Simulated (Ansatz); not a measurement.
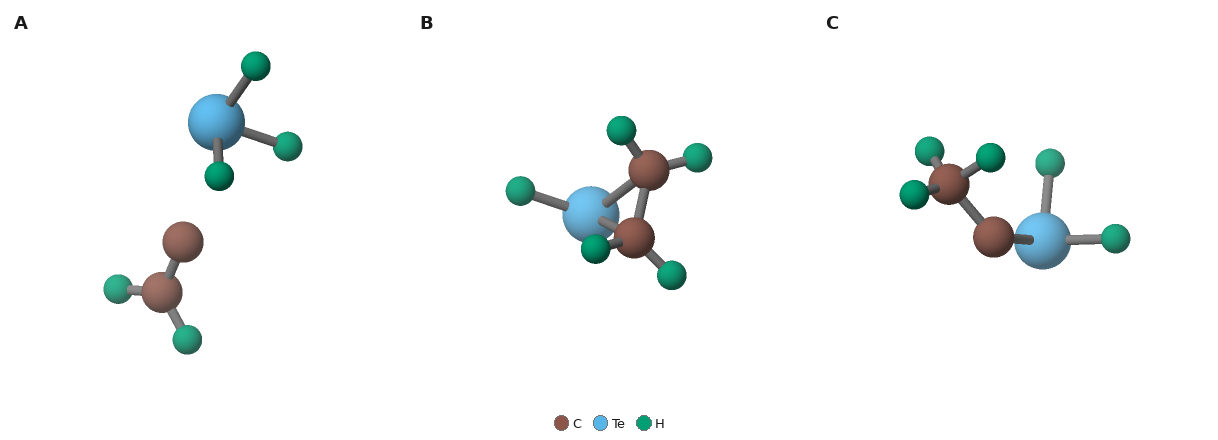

3 stationary structures of one formula. Charge +1, singlet. Geometries: PBE0-D4/def2-TZVP. Electronic energies: RHF-CCSD(T) (frozen core)/def2-TZVPP (Ansatz 0.2.0), without zero-point energy. No frequency run is at hand to confirm each as a minimum. Each is one conformer, not always the lowest.

Which is lowest in energy, and by how much?

Answer. B is lowest (Cs); C lies 3.891 eV above it (C1), A lies 4.084 eV above it.
